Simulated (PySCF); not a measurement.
# A diatomic session: SnC+

What are the lowest state that PBE0 finds, the bond length, vibrational wavenumber and bond energy of SnC+, and how much do these hang on the method?

The runs use PySCF 2.14.0; Sn x2c-SVPall, C x2c-SVPall, spin-free X2C with a Gaussian nucleus.

## 1. Set-up

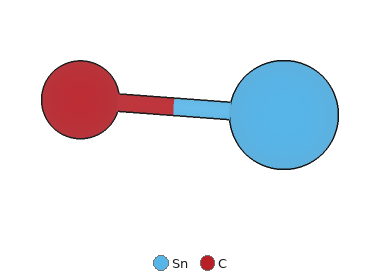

The two atoms at the starting distance (tin blue, carbon red).

A driver script around PySCF takes these settings:

| Property | Result |
| --- | --- |
| atoms | Sn, C |
| charge | 1 |
| basis | Sn x2c-SVPall, C x2c-SVPall |
| Hamiltonian | spin-free X2C with a Gaussian nucleus |
| basis functions | 50 |
| electrons treated | 55 |
| masses in u | 119.9022, 12.0000 |
| levels | PBE0, PBE, r²SCAN, B3LYP, PW91, TPSSh, HF, MP2, SCS-MP2, CCSD, CCSD(T) |
| grid | 80 radial by 434 angular points |
| occupations | held fixed by the projection of orbital angular momentum |
| dissociation limit | Sn+ + C, each in its ground configuration |
| starting distance in angstrom | 2.160 |
| values of 2S to try | 1, 3 |

Command:

```bash
$ OMP_NUM_THREADS=1 python dia.py task.json out
```

The runs that follow: First curve: PBE0; Higher solutions at PBE0; PBE; r²SCAN; B3LYP (global hybrid GGA); PW91 (GGA); TPSSh (hybrid meta-GGA); UHF (mean field); Adding correlation.

Before running it: what results should come out? Wanted: for each run, Re; ωe; De; μ.

**Answer**, as computed:

Lowest PBE0 solution found, without spin–orbit coupling: ⁴Σ⁻ (quartet), unpaired electrons σ ↑, π ↑↑. State 2 has its PBE0 minimum 0.68 eV higher, as a spin-mixed determinant (⟨S²⟩ = 1.76), so this is no gap between pure states. State 3 has its PBE0 minimum 0.68 eV higher, as a spin-mixed determinant (⟨S²⟩ = 1.77), so this is no gap between pure states. State 4 has its PBE0 minimum 1.33 eV higher. The other levels ran on the lowest alone.

| level | Re (Å) | ωe (cm⁻¹) | De (eV) | μ (D) |
| --- | --- | --- | --- | --- |
| UHF | 2.101 | 661 | 1.66 | -1.07 |
| UHF-MP2 | 2.111 | 643 | 2.32 | n/a |
| UHF-SCS-MP2 | 2.112 | 641 | 2.01 | n/a |
| UHF-CCSD | 2.121 | 620 | 2.23 | n/a |
| UHF-CCSD(T) | 2.129 | 602 | 2.35 | n/a |
| PBE | 2.150 | 564 | 3.14 | -0.62 |
| PW91 | 2.148 | 566 | 3.17 | -0.60 |
| r²SCAN | 2.127 | 600 | 2.94 | -0.60 |
| TPSSh | 2.134 | 592 | 2.87 | -0.73 |
| B3LYP | 2.140 | 580 | 2.62 | -0.81 |
| PBE0 | 2.120 | 610 | 2.81 | -0.82 |

De is counted to Sn+ + C in their ground configurations. A positive dipole points from Sn to C; in an ion it is taken about the centre of mass and does not tell which atom is negative.

What this shows: Bond lengths run from 2.101 Å (UHF) to 2.150 Å (PBE). Of the levels with a De here, UHF gives the least (1.66 eV) and PW91 the most (3.17 eV).

Correlated steps freeze 19 core orbitals. These are scalar-relativistic numbers at best; spin–orbit coupling would shift them, the dissociation energy most. T1 is 0.035 near the minimum (highest on the curve 0.055), which may point to more than one leading configuration.
